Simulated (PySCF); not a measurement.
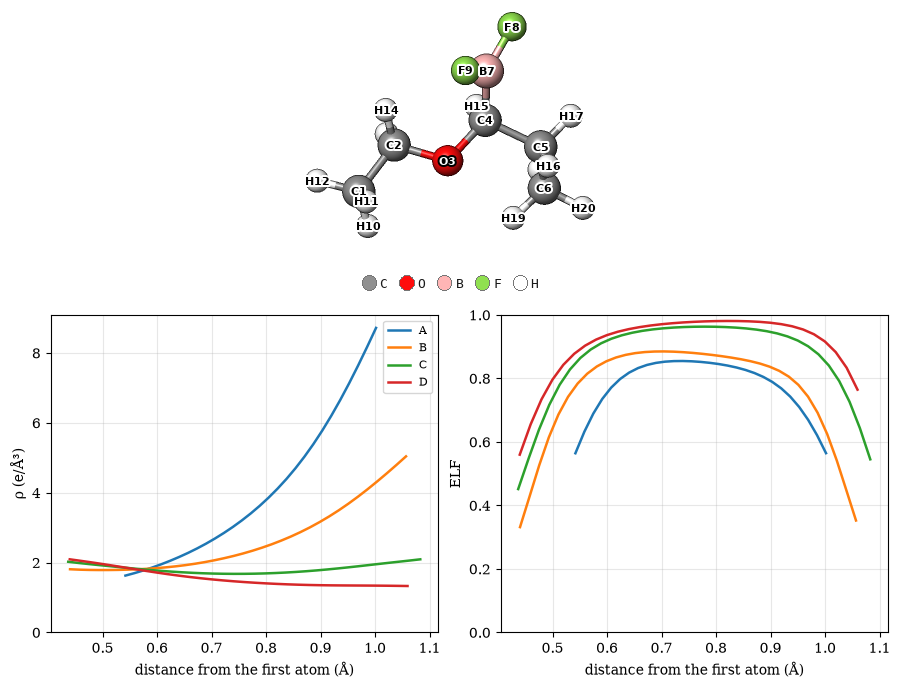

The picture shows: C$_{5}$H$_{11}$BF$_{2}$O. Total electron density and ELF along straight lines between neighbouring atoms. The curves leave out the atomic cores. The structure is drawn too.

Geometry: GFN2-xTB.

Theory: PBE0/pcSseg-1, SCF density, gas phase, non-relativistic (PySCF).

Input

```
{"job": {"kind": "nmr", "xc": "PBE0", "basis": "pcSseg-1"}, "charge": 0, "multiplicity": 1}
C      2.796059    -0.151452    -0.816708
C      1.747537     0.058093     0.263447
O      0.477897     0.073737    -0.347295
C     -0.596138     0.282468     0.560275
C     -1.907482     0.001137    -0.208088
C     -2.000667    -1.456484    -0.639863
B     -0.658385     1.748894     1.195388
F     -1.445548     2.011958     2.221396
F     -0.013037     2.799502     0.741868
H      2.604117    -1.082853    -1.341721
H      2.752524     0.664551    -1.531981
H      3.786074    -0.187480    -0.371261
H      1.791677    -0.755176     1.007628
H      1.928943     1.006793     0.791692
H     -0.524035    -0.467955     1.371395
H     -1.925187     0.645172    -1.087731
H     -2.750868     0.262109     0.433465
H     -2.033752    -2.112277     0.227197
H     -1.135000    -1.715315    -1.242418
H     -2.899876    -1.614741    -1.229721
```

Run with:

```sh
OMP_NUM_THREADS=1 python probes_run.py task.json out
```

**Which curve belongs to which contact (B–F, C–B, C–C and C–O)? The first atom named is at distance zero.**

Curve A: B–F (1.31 Å): ρ is about 2.3 e/Å³ halfway; the ELF peaks at about 0.85 between the atoms: a shared but strongly polarised pair. Curve B: C–O (1.41 Å): ρ is about 2.1 e/Å³ halfway, with its minimum of 1.8 e/Å³ about 0.5 Å from C; the ELF peaks at about 0.90 between the atoms; a polar covalent bond. Curve C: C–C (1.52 Å): the density is about 1.7 e/Å³ at the midpoint; the ELF peaks at about 0.95 between the atoms (localised, covalent bonding). Curve D: C–B (1.60 Å): ρ is about 1.4 e/Å³ halfway; the ELF peaks at about 1 between the atoms: a covalent bond.
